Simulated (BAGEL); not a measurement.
# A workflow on Si3H8 (trisilane)

Aim: a single-point energy (HF/def2-SVP), then the energy (NEVPT2(2,2)/def2-SVP) of Si3H8 (trisilane). 

Program for the calculation: BAGEL 1.2.2.

2 further runs of the same task are left out: 2 set aside as unsound or not needed.

### 1 The structure to begin with

The species is Si3H8 (11 atoms), meant as a singlet with charge 0. As SMILES, `[SiH3][SiH2][SiH3]`. The Si2–Si3 distance was set to 4.443 Å, away from the relaxed value. At this shape a bond of the SMILES string is far longer than usual.

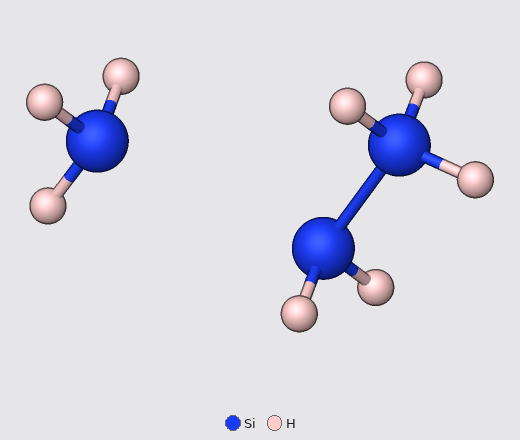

The structure, seen from a chosen angle (silicon blue, hydrogen pink).

### 2 The energy at HF/def2-SVP (density fitting with svp-jkfit) (run 1)

Contents of input.json:

```json
{ "bagel": [

{
  "title": "molecule",
  "basis": "svp",
  "df_basis": "svp-jkfit",
  "angstrom": true,
  "geometry": [
    { "atom": "Si", "xyz": [      -3.177635,       1.337120,      -1.460441 ] },
    { "atom": "Si", "xyz": [      -2.347635,      -0.836910,      -1.231491 ] },
    { "atom": "Si", "xyz": [       1.631930,      -0.774400,       0.742750 ] },
    { "atom": "H", "xyz": [      -4.510915,       1.338110,      -2.120291 ] },
    { "atom": "H", "xyz": [      -2.239095,       2.150830,      -2.279241 ] },
    { "atom": "H", "xyz": [      -3.307605,       1.970480,      -0.120531 ] },
    { "atom": "H", "xyz": [      -2.228465,      -1.469770,      -2.575331 ] },
    { "atom": "H", "xyz": [      -3.295445,      -1.650410,      -0.418781 ] },
    { "atom": "H", "xyz": [       1.515950,      -0.154940,       2.090430 ] },
    { "atom": "H", "xyz": [       2.583820,       0.031780,      -0.068050 ] },
    { "atom": "H", "xyz": [       2.179610,      -2.149160,       0.894770 ] }
  ]
},

{
  "title": "hf"
},

{
  "title": "print",
  "file": "orbitals.molden",
  "orbitals": true
}

]}
```

Started as:

```
BAGEL_NUM_THREADS=1 BAGEL input.json > input.out
```

The log of the run:

```text
* using 1 threads per process

  ===============================================================
  ===============================================================

  *** Geometry ***

  { "atom" : "Si", "xyz" : [     -6.004860,      2.526791,     -2.759834 ] },
  { "atom" : "Si", "xyz" : [     -4.436387,     -1.581531,     -2.327181 ] },
  { "atom" : "Si", "xyz" : [      3.083901,     -1.463404,      1.403594 ] },
  { "atom" : "H", "xyz" : [     -8.524394,      2.528661,     -4.006769 ] },
  { "atom" : "H", "xyz" : [     -4.231276,      4.064480,     -4.307141 ] },
  { "atom" : "H", "xyz" : [     -6.250468,      3.723668,     -0.227771 ] },
  { "atom" : "H", "xyz" : [     -4.211189,     -2.777463,     -4.866670 ] },
  { "atom" : "H", "xyz" : [     -6.227489,     -3.118823,     -0.791381 ] },
  { "atom" : "H", "xyz" : [      2.864730,     -0.292794,      3.950340 ] },
  { "atom" : "H", "xyz" : [      4.882712,      0.060055,     -0.128596 ] },
  { "atom" : "H", "xyz" : [      4.118866,     -4.061324,      1.690870 ] },

  Number of auxiliary basis functions:      528

  Since a DF basis is specified, we compute 2- and 3-index integrals:
    o Being stored without compression. Storage requirement is 0.037 GB

  Number of basis functions:       94
  Number of electrons      :       50

    * METHOD: MOLECULE                             0.30

  *** RHF ***

  === Nuclear Repulsion ===
   155.3916511405

      * DIIS with orbital gradients will be used.

  === RHF iteration (svp) ===
      0       -870.93900140          0.00727823           0.12
      1       -871.00024302          0.00238540           0.11
      2       -871.00645416          0.00124297           0.11
      3       -871.00835146          0.00017363           0.11
      4       -871.00840330          0.00004057           0.11
      5       -871.00840740          0.00000770           0.11
      6       -871.00840754          0.00000229           0.12
      7       -871.00840756          0.00000066           0.11
      8       -871.00840756          0.00000021           0.11
      9       -871.00840756          0.00000006           0.11
     10       -871.00840756          0.00000003           0.11
     11       -871.00840756          0.00000001           0.11
    * SCF iteration converged.

    * Permanent dipole moment:
           (    0.026521,    -0.029573,     0.010551) a.u.

    * METHOD: HF                                   1.60

    * METHOD: PRINT                                0.02

  ===============================================================
```

Run time: 2 s. Hardware: 1 thread of Arm Neoverse V1, shared host; peak memory 0.15 GiB.

### 3 The energy at NEVPT2(2,2)/def2-SVP (density fitting with svp-jkfit) (run 2)

Contents of input.json:

```json
{ "bagel": [

{
  "title": "molecule",
  "basis": "svp",
  "df_basis": "svp-jkfit",
  "angstrom": "true",
  "geometry": [
    { "atom": "Si", "xyz": [   -3.177635,    1.337120,   -1.460441 ] },
    { "atom": "Si", "xyz": [   -2.347635,   -0.836910,   -1.231491 ] },
    { "atom": "Si", "xyz": [    1.631930,   -0.774400,    0.742750 ] },
    { "atom": "H", "xyz": [   -4.510915,    1.338110,   -2.120291 ] },
    { "atom": "H", "xyz": [   -2.239095,    2.150830,   -2.279241 ] },
    { "atom": "H", "xyz": [   -3.307605,    1.970480,   -0.120531 ] },
    { "atom": "H", "xyz": [   -2.228465,   -1.469770,   -2.575331 ] },
    { "atom": "H", "xyz": [   -3.295445,   -1.650410,   -0.418781 ] },
    { "atom": "H", "xyz": [    1.515950,   -0.154940,    2.090430 ] },
    { "atom": "H", "xyz": [    2.583820,    0.031780,   -0.068050 ] },
    { "atom": "H", "xyz": [    2.179610,   -2.149160,    0.894770 ] }
  ]
},
{ "title": "hf" },
{ "title": "casscf", "nstate": 1, "nact": 2, "nclosed": 24, "active": [25, 26], "maxiter": 200, "natocc": "true" },
{ "title": "nevpt2", "nstate": 1, "nact": 2, "nclosed": 24, "active": [25, 26], "maxiter": 200, "natocc": "true", "ncore": 15 },
{ "title": "print", "file": "orbitals.molden", "orbitals": "true" }

]}
```

Started as:

```
BAGEL_NUM_THREADS=1 BAGEL input.json > input.out
```

The log of the run:

```text
* using 1 threads per process

  ===============================================================
  ===============================================================

  *** Geometry ***

  { "atom" : "Si", "xyz" : [     -6.004860,      2.526791,     -2.759834 ] },
  { "atom" : "Si", "xyz" : [     -4.436387,     -1.581531,     -2.327181 ] },
  { "atom" : "Si", "xyz" : [      3.083901,     -1.463404,      1.403594 ] },
[... 7 lines of this table left out ...]
  { "atom" : "H", "xyz" : [      4.118866,     -4.061324,      1.690870 ] },

  Number of auxiliary basis functions:      528

  Since a DF basis is specified, we compute 2- and 3-index integrals:
    o Being stored without compression. Storage requirement is 0.037 GB

  Number of basis functions:       94
  Number of electrons      :       50

    * METHOD: MOLECULE                             0.30

  *** RHF ***

[... 11 lines left out ...]
    * SCF iteration converged.
[... 1 line left out ...]
    * Permanent dipole moment:
[... 27 lines left out ...]
    * Second-order optimization converged. *

     guess   0:   closed 1.                   open ..

  === FCI iteration ===

      0  0      -871.00062434     6.10e-02      0.00
      1  0      -871.07869032     6.03e-04      0.00
      2  0 *    -871.07869605     1.78e-16      0.00

     * ci vector, state   0, <S^2> = 0.0000
       2.     0.8423719921
       .2    -0.5388964900

    * METHOD: CASSCF                               4.05

    * freezing 15 orbitals

  === DF-NEVPT2 calculation ===

    * 3-index integral transformation done
    * assembly done

      NEVPT2 correlation energy:   -0.2870180436      0.18

          (+0)     -0.2400940858
          (+0)'    -0.0069072687
          (+1)     -0.0085913607
          (+1)'    -0.0000000000
          (+2)     -0.0001235006
          (-1)     -0.0309012737
          (-1)'     0.0000000000
          (-2)     -0.0004005540

      NEVPT2 total energy:       -871.3657140927

    * METHOD: NEVPT2                               0.38

    * METHOD: PRINT                                0.02

  ===============================================================
```

It took 6.6 s on 1 thread of Arm Neoverse V1, shared host; peak memory 0.15 GiB.

### 4 Outcome

| quantity | value |
| --- | --- |
| run 1, HF/def2-SVP: total energy | -871.00841 Eh |
| run 1, HF/def2-SVP: dipole moment | 0.10 D |
| run 1, HF/def2-SVP: HOMO energy | -6.81 eV |
| run 1, HF/def2-SVP: LUMO energy | -1.21 eV |
| run 1, HF/def2-SVP: HOMO–LUMO gap | 5.60 eV |
| run 2, NEVPT2(2,2)/def2-SVP: total energy | -871.36571 Eh |

**Reading.** One bond (run 1, HF/def2-SVP) is far stretched, which a spin-restricted single reference describes badly; a broken-symmetry solution may lie lower.
